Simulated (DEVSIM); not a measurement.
Device: Si n+/n-/n+ resistor, at 300 K.

```
layer (left to right)  material  thickness (μm)  Nd (cm⁻³)  τn (s)  τp (s)
---------------------  --------  --------------  ---------  ------  ------
1                            Si           0.540     2.8e17  2.4e-5  2.4e-5
2                            Si           0.180       5e13  2.4e-5  2.4e-5
3                            Si           0.460     7.4e18  2.4e-5  2.4e-5
```

Left contact: ohmic. Right contact: ohmic. Voltage is applied to the left contact. Recombination: SRH at mid-gap, Auger. Gap narrowing is on: ΔEg = 6.92 meV × (l + √(l² + 0.5)), l = ln(N/1.3e17 cm⁻³), shared equally by both band edges. Mobility is constant in doping.

The device is made up for the run: typed textbook-type constants, with dimensions and the other settings drawn at random. Values at 300 K.

```
parameter           Si
-------------  -------
gap (eV)         1.124
affinity (eV)     4.05
permittivity      11.7
Nc (cm⁻³)      2.86e19
Nv (cm⁻³)       3.1e19
μn (cm²/Vs)       1417
μp (cm²/Vs)        470
Cn (cm⁶/s)     2.8e-31
Cp (cm⁶/s)     9.9e-32
```

Model (solved in DEVSIM): 1D drift-diffusion, Boltzmann statistics, complete ionisation; no tunnelling, impact ionisation, image-force lowering or self-heating.

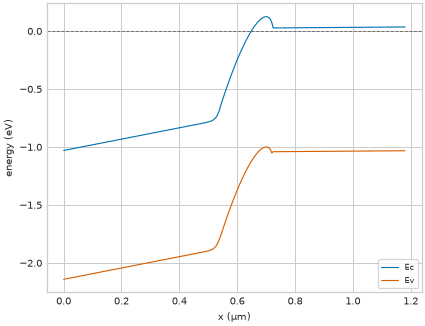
Fig. 1. Band edges at 1.15 V on the left contact

Energies count from the Fermi level of the right contact; mesh points crowd at the junctions.

```csv
x (μm),Ec (eV),Ev (eV),n (cm⁻³),p (cm⁻³),field (V/cm)
0.000,-1.030,-2.142,2.8e17,670,4900
0.01970,-1.021,-2.132,2.8e17,670,4900
0.05407,-1.004,-2.115,2.8e17,670,4900
0.1140,-0.975,-2.086,2.8e17,670,4900
0.2687,-0.899,-2.011,2.8e17,670,4900
0.3901,-0.840,-1.951,2.8e17,620,4900
0.4654,-0.803,-1.914,2.8e17,430,4900
0.5183,-0.766,-1.877,1.9e17,110,18000
0.5389,-0.681,-1.792,3.0e16,< 1e2,74000
0.5556,-0.547,-1.671,1.8e16,< 1e2,74000
0.5830,-0.356,-1.479,2.0e16,< 1e2,66000
0.6438,-0.021,-1.144,3.0e16,180,43000
0.6831,0.106,-1.018,5.4e16,13000,19000
0.7083,0.119,-1.005,1.7e17,21000,-15000
0.7305,0.027,-1.041,7.4e18,5000,57
0.7577,0.027,-1.040,7.4e18,4700,180
0.8047,0.028,-1.040,7.4e18,4300,180
0.8860,0.030,-1.038,7.4e18,3500,180
1.041,0.032,-1.035,7.4e18,1800,180
1.111,0.034,-1.034,7.4e18,990,180
1.151,0.034,-1.033,7.4e18,500,180
1.180,0.035,-1.033,7.4e18,140,180
```
